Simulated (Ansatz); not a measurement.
# NaCl (SMILES [Na][Cl]): levels of theory compared

Wanted: a comparison of 5 runs (B3LYP/STO-3G, HSE06/STO-3G, SVWN5/STO-3G, r2SCAN0/STO-3G, FCI/STO-3G) of NaCl. 

Program for the calculation: Ansatz 0.2.0.

27 further runs of the same task are left out: 3 that didn't finish, 24 set aside as unsound or not needed.

**1. The structure to begin with**

The species is NaCl (2 atoms), meant as a singlet with charge 0. SMILES: `[Na][Cl]`. The Cl2–Na1 distance was set to 5.894 Å, away from the relaxed value.

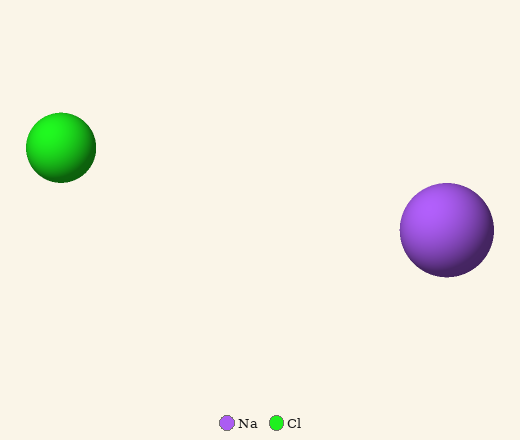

The structure, seen from a chosen angle (sodium purple, chlorine green).

**2. The energy at B3LYP/STO-3G (run 1)**

File input.yaml:

```yaml
crystal:
  periodic: [false, false, false]
  atoms:
    - {symbol: Na, position_ang: [-4.002690, 1.306563, -2.074020]}
    - {symbol: Cl, position_ang: [1.019100, -0.364200, 0.521000]}
basis:
  gaussian: {orbitals: STO-3G}
hamiltonian: {xc: {name: B3LYP}}
accuracy: high
```

The run is started by

```sh
$ ansatz run input.yaml --threads 1 --pin off --max-ram 2610MiB --events-out events.jsonl --progress --plain --runs-dir runs
```

Standard output:

```text
Warning: RAYON_NUM_THREADS=1 ignored (pool sized by the plan → 1); use --threads N
Functional definition: B3LYP
  name "B3LYP"
  parameter a0 = 0.2
  parameter ax = 0.72
  parameter ac = 0.81
  exchange = (1 - a0 - ax)*slater_x + ax*b88_x + a0*exact_x
  correlation = (1 - ac)*vwn_rpa_c + ac*lyp_c
253 factors; integrals over basis functions are off by at most 3.5e-8 eV
mean field evaluation 1: about -16743.6212 eV, gradient 1.7e1 eV
mean field evaluation 2: about -16713.7143 eV, gradient 3.0e1 eV
mean field evaluation 4: about -16714.5322 eV, gradient 2.2e1 eV
mean field evaluation 8: about -16743.9238 eV, gradient 9.3e0 eV
mean field evaluation 16: about -16744.4296 eV, gradient 2.0e-3 eV
mean field evaluation 32: about -16744.4334 eV, gradient 3.0e-6 eV
mean field evaluation 64: about -16744.4321 eV, gradient 1.8e-2 eV
mean field -16744.43338326 eV, -615.3465770502 hartree, gradient 4.0e-9 eV, S^2 0.000000; 5 other end points of the search recorded, 0 dependent functions left out
reference -16744.43341418 eV, -615.3465781866 hartree; 14, 14 occupied and 4, 4 virtual orbitals, 253 factors
Total energy: -16744.43341418 eV, -615.3465781866 hartree
```

It took 1.9 s on 1 thread of Intel Xeon 6975P-C (Granite Rapids), shared host; peak memory 0.11 GiB.

**3. The energy at HSE06/STO-3G (run 2)**

File molecule.yaml:

```yaml
crystal:
  periodic: [false, false, false]
  atoms:
    - symbol: Na
      position_ang: [-4.002690, 1.306563, -2.074020]
    - symbol: Cl
      position_ang: [1.019100, -0.364200, 0.521000]
basis:
  gaussian: {orbitals: STO-3G}
total_charge: 0
hamiltonian: {xc: hse06}
accuracy: high
```

The run is started by

```sh
$ ansatz run molecule.yaml --threads 1 --pin off --max-ram 2610MiB --events-out events.jsonl --progress --plain --runs-dir runs
```

Standard output:

```text
Warning: RAYON_NUM_THREADS=1 ignored (pool sized by the plan → 1); use --threads N
Functional definition: HSE06
  name "HSE06"
  parameter a = 0.25
  parameter omega = 0.11/bohr
  exchange = pbe_x - a*pbe_x_sr(omega) + a*exact_x_sr(omega)
  correlation = pbe_c
253 factors; integrals over basis functions are off by at most 3.5e-8 eV
62 factors; integrals over basis functions are off by at most 1.3e-9 eV
mean field evaluation 1: about -16737.3838 eV, gradient 1.6e1 eV
mean field evaluation 2: about -16706.6593 eV, gradient 2.9e1 eV
mean field evaluation 4: about -16707.4290 eV, gradient 2.2e1 eV
mean field evaluation 8: about -16737.6618 eV, gradient 9.2e0 eV
mean field evaluation 16: about -16738.0068 eV, gradient 1.3e0 eV
mean field evaluation 32: about -16738.0339 eV, gradient 2.3e-9 eV
mean field evaluation 64: about -16707.5836 eV, gradient 2.1e1 eV
mean field -16738.03394075 eV, -615.1114018756 hartree, gradient 1.1e-8 eV, S^2 0.000000; 6 other end points of the search recorded, 0 dependent functions left out
reference -16738.03394280 eV, -615.1114019509 hartree; 14, 14 occupied and 4, 4 virtual orbitals, 253 factors
Total energy: -16738.03394280 eV, -615.1114019509 hartree
```

It took 1.8 s on 1 thread of Intel Xeon 6975P-C (Granite Rapids), shared host; peak memory 0.11 GiB.

Runs 3 to 4 aren't shown in full; the table further down has their settings and results.

**4. The energy at FCI/STO-3G (run 5)**

molecule.yaml, as its differences from that of step 3:

```diff
@@ -8,5 +8,7 @@
 basis:
-  gaussian: {orbitals: STO-3G}
-total_charge: 0
-hamiltonian: {xc: hse06}
+  gaussian:
+    orbitals: STO-3G
+correlation:
+  method: fci
+  frozen_orbitals: {Cl: 5, Na: 1}
 accuracy: high
```

The run is started by

```sh
$ ansatz run molecule.yaml --threads 1 --pin off --max-ram 2610MiB --events-out events.jsonl --progress --plain --runs-dir runs
```

Standard output:

```text
Warning: RAYON_NUM_THREADS=1 ignored (pool sized by the plan → 1); use --threads N
Functional definition: HF
  name "HF"
  exchange = exact_x
  correlation = 0
253 factors; integrals over basis functions are off by at most 3.5e-8 eV
mean field evaluation 1: about -16717.2345 eV, gradient 1.1e1 eV
mean field evaluation 2: about -16717.2361 eV, gradient 1.1e1 eV
mean field evaluation 4: about -16717.4457 eV, gradient 1.4e-1 eV
mean field evaluation 8: about -16717.4464 eV, gradient 3.0e-4 eV
mean field -16717.44635082 eV, -614.3548219003 hartree, gradient 2.0e-8 eV, S^2 0.000000; 0 other end points of the search recorded, 0 dependent functions left out
6 core orbitals not correlated: weight in the atoms' cores, before any rotation towards them, 1.000 or more for the frozen orbitals, at most 0.000 for the correlated occupied ones
reference -16717.44635082 eV, -614.3548219003 hartree; 8, 8 occupied and 4, 4 virtual orbitals, 253 factors
state -16718.55122086 eV, -614.3954251257 hartree
Total energy: -16718.55122086 eV, -614.3954251257 hartree
```

It took 0.56 s on 1 thread of Intel Xeon 6975P-C (Granite Rapids), shared host.

**5. Overview of the runs**

```
run           level  frozen core orbitals  energy (Eh)  wall time
  1    B3LYP/STO-3G                     –  -615.346578      1.9 s
  2    HSE06/STO-3G                     –  -615.111402      1.8 s
  3    SVWN5/STO-3G                     –  -612.953858        1 s
  4  r2SCAN0/STO-3G                     –  -615.332814      3.6 s
  5      FCI/STO-3G                     6  -614.395425     0.56 s
```

**6. Summary of results**

```
                                          quantity          value
                               run 5: total energy  -614.39543 Eh
run 5: correlation energy (6 core orbitals frozen)      -40.6 mEh
```

In words: Totals of different functionals can't be ranked against each other. In runs 1, 2, 3, 4, 5 the basis is minimal, so the values are rough. All runs together took 8.9 s, the longest 3.6 s.
